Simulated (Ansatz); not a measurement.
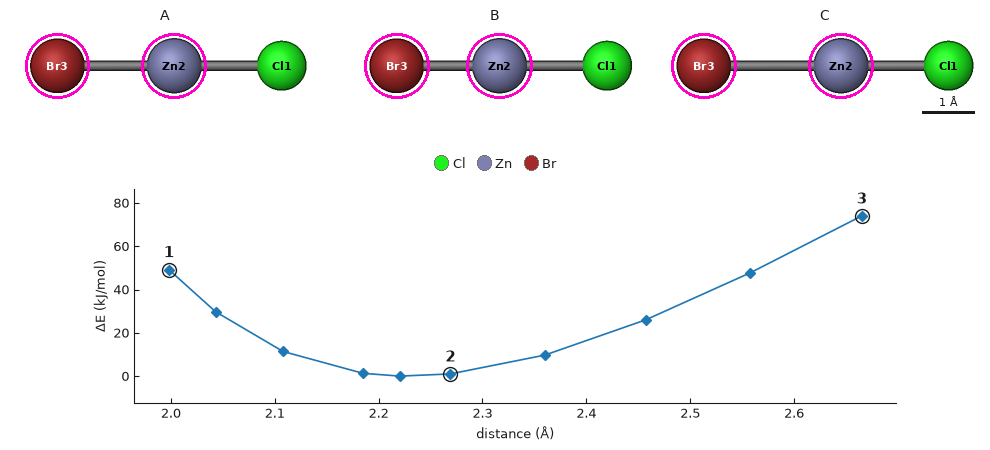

ZnBrCl: the Zn2–Br3 distance is varied, with all other coordinates relaxed. The frames are shuffled; the numbered points of the plot belong to them. A ball-and-stick model, seen face on. The ringed atoms are those of the scanned coordinate.

Computed with Ansatz: CCSD(T), basis def2-TZVPP, on geometries relaxed under the constraint at PBE0-D4/def2-TZVP. Coupled cluster with a frozen core. Energies are counted from the PBE0-D4/def2-TZVP minimum geometry at the same level.

Which frame belongs to which numbered point?

Answer. Point 1 is frame B (the distance 1.998 Å, 49.2 kJ/mol); 2 is frame A (the distance 2.269 Å, 1.0 kJ/mol); 3 is frame C (the distance 2.665 Å, 74.0 kJ/mol). The lowest computed point lies at the distance 2.221 Å (0.0 kJ/mol). The end points stand at 49.2 kJ/mol (1.998 Å) and 74.0 kJ/mol (2.665 Å). The curvature at the lowest point is about 15 eV/Å² (2.3 mdyn/Å). The well is steeper on the short side, as for any bond.
